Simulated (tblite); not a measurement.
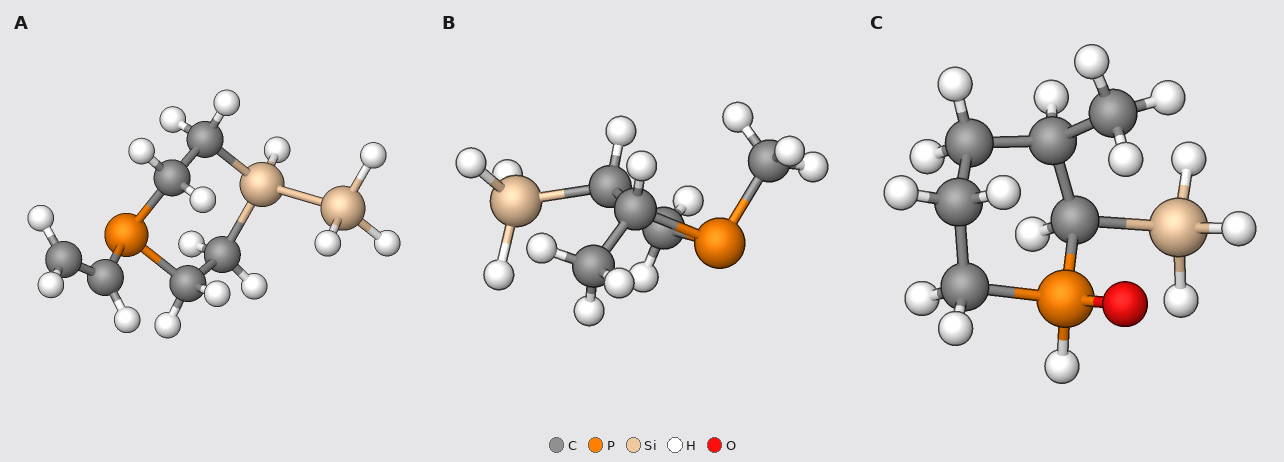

Source: calculation with tblite.

Question: Which panel belongs to which SMILES?
(1) C[C@@H]1[C@H]([SiH3])CP1C
(2) C=CP1CC[SiH]([SiH3])CC1
(3) C[C@@H]1CCC[P@H](=O)[C@@H]1[SiH3]

Answer: A is (2), B is (1), C is (3).
